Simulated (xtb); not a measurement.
**Geometry relaxation, with input and output: C3H9MoNO3 (part 4 of 4)**

Continued. System: C3H9MoNO3 (MoN(OMe)3). Method: GFN2-xTB (xtb 6.7.1). 

Geometry of the input (Å):
```
Mo -0.0931  -0.0154  -0.1600
N  0.0254  -0.0320  1.5716
O  1.5572  -0.7914  -0.6578
C  2.7073  -1.3951  0.0111
H  2.6195  -1.3048  1.1188
H  3.6824  -0.8473  -0.3447
H  2.8115  -2.5163  -0.2605
O  -0.0197  1.8320  -0.6701
C  -0.0817  3.0874  -0.0698
H  -0.2255  2.9373  0.8964
H  -1.0774  3.5922  -0.4093
H  0.7536  3.5967  -0.3816
O  -1.3317  -0.8359  -0.7049
C  -2.5867  -1.7839  -0.0274
H  -2.5019  -1.5480  1.0503
H  -2.5272  -2.6644  -0.4201
H  -3.4868  -1.1427  -0.4800
```

### Trajectory as extended XYZ, continued
```
17
Properties=species:S:1:pos:R:3 step=10 energy=-767.46611
Mo    0.0144    0.0133   -0.1695
N    -0.0175    0.0182    1.5372
O     1.5780   -0.7949   -0.5772
C     2.7022   -1.3850    0.0014
H     2.6200   -1.3168    1.0994
H     3.6092   -0.8631   -0.3362
H     2.7615   -2.4406   -0.3011
O    -0.0585    1.7622   -0.6231
C    -0.1232    3.0534   -0.0980
H    -0.1727    2.9940    1.0031
H    -1.0175    3.5651   -0.4822
H     0.7713    3.6199   -0.3981
O    -1.4538   -0.9378   -0.6334
C    -2.5345   -1.6407   -0.0964
H    -2.4761   -1.6067    1.0048
H    -2.5003   -2.6873   -0.4375
H    -3.4771   -1.1847   -0.4314
17
Properties=species:S:1:pos:R:3 step=11 energy=-767.46630
Mo    0.0138    0.0133   -0.1673
N    -0.0173    0.0184    1.5395
O     1.5773   -0.7946   -0.5770
C     2.7016   -1.3847    0.0010
H     2.6196   -1.3176    1.0989
H     3.6089   -0.8622   -0.3363
H     2.7620   -2.4401   -0.3027
O    -0.0585    1.7611   -0.6230
C    -0.1234    3.0522   -0.0977
H    -0.1717    2.9939    1.0036
H    -1.0187    3.5634   -0.4824
H     0.7706    3.6183   -0.3998
O    -1.4528   -0.9379   -0.6316
C    -2.5339   -1.6405   -0.0965
H    -2.4774   -1.6045    1.0046
H    -2.4989   -2.6869   -0.4373
H    -3.4758   -1.1831   -0.4342
17
Properties=species:S:1:pos:R:3 step=12 energy=-767.46644
Mo    0.0130    0.0132   -0.1644
N    -0.0169    0.0188    1.5425
O     1.5765   -0.7944   -0.5768
C     2.7011   -1.3843    0.0004
H     2.6189   -1.3188    1.0984
H     3.6084   -0.8604   -0.3362
H     2.7627   -2.4395   -0.3048
O    -0.0588    1.7595   -0.6229
C    -0.1235    3.0506   -0.0978
H    -0.1702    2.9931    1.0033
H    -1.0199    3.5610   -0.4814
H     0.7692    3.6165   -0.4019
O    -1.4513   -0.9385   -0.6297
C    -2.5331   -1.6397   -0.0967
H    -2.4790   -1.6016    1.0043
H    -2.4981   -2.6855   -0.4361
H    -3.4739   -1.1816   -0.4383
17
Properties=species:S:1:pos:R:3 step=13 energy=-767.46651
Mo    0.0130    0.0131   -0.1640
N    -0.0167    0.0189    1.5430
O     1.5765   -0.7944   -0.5767
C     2.7014   -1.3842    0.0002
H     2.6186   -1.3194    1.0984
H     3.6082   -0.8595   -0.3357
H     2.7633   -2.4392   -0.3055
O    -0.0590    1.7591   -0.6229
C    -0.1236    3.0499   -0.0981
H    -0.1694    2.9923    1.0027
H    -1.0202    3.5602   -0.4800
H     0.7685    3.6164   -0.4024
O    -1.4506   -0.9390   -0.6297
C    -2.5332   -1.6389   -0.0969
H    -2.4797   -1.6004    1.0041
H    -2.4986   -2.6848   -0.4349
H    -3.4733   -1.1816   -0.4396
```

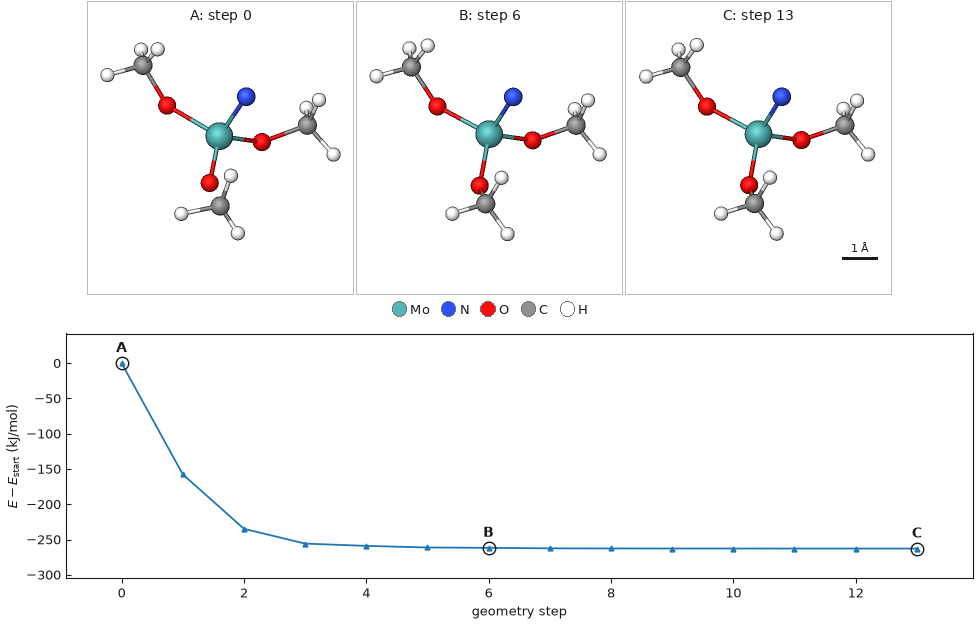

Frames of the relaxation (ball-and-stick view, seen at a tilt) above the curves, on which the letters mark them (steps are counted from 0).

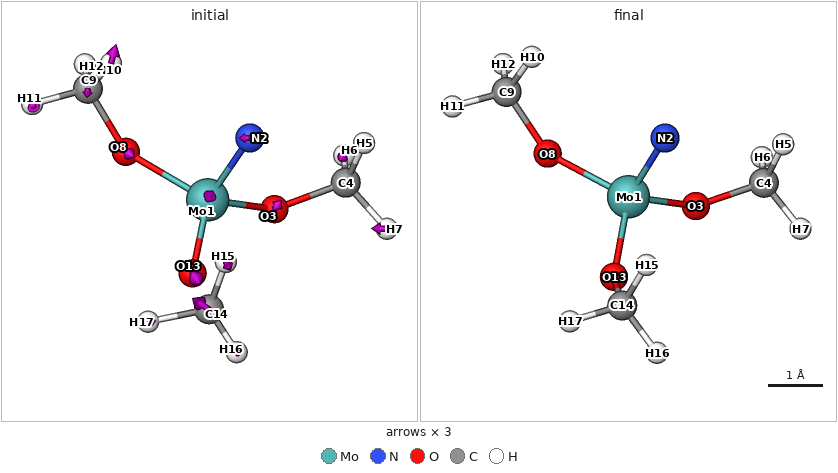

Before (left) and after (right) the relaxation, at one scale (ball-and-stick view, seen at a tilt). The pink arrows give the displacements, magnified 3 times. The largest moves after the best rigid fit, 0.17 Å, are those of O13 and C14. By element the largest moves are O 0.17 Å, C 0.17 Å, H 0.13 Å, Mo 0.11 Å, N 0.07 Å. Distances before and after: O13–C14 1.713 → 1.395 Å, Mo1–O13 1.583 → 1.807 Å, C14–H16 0.966 → 1.100 Å, C9–H10 0.988 → 1.103 Å. Among the angles that change: H15–C14–H16 125.8° → 109.8°, H10–C9–H12 119.4° → 109.7°, N2–Mo1–O13 113.1° → 104.2°. After 13 geometry steps the energy has fallen by 262.8 kJ/mol. (Atoms are counted from 1 in the order of the input.)

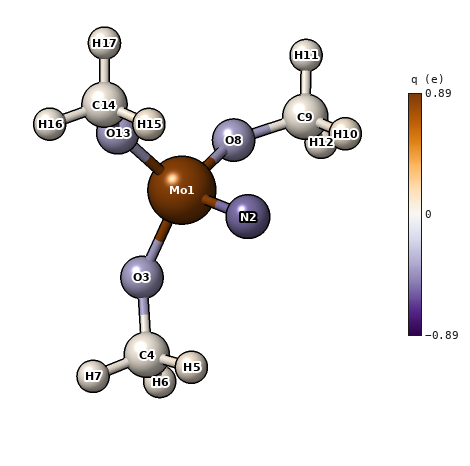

Mulliken charges, as the colour of each atom (ball-and-stick view, seen at a tilt; atoms are numbered from 1 in the order of the input). By element: Mo +0.85, N −0.53, O −0.37, C +0.05 to +0.06 and H +0.06 to +0.09 e.

### Summary

```tsv
quantity	value
outcome	converged
electrons treated	50
total energy	−28.203874 hartree
dispersion energy	−0.011527 hartree
basis functions	47
HOMO	−8.66 eV
LUMO	−5.88 eV
dipole moment	4.67 D
peak memory	0.071 GiB
```

### Notes

Settings chosen away from the usual ones: method = gfn2-xtb; task = optimise; x = {"model_hessian": "swart"}; opt_level = normal; partner = base.
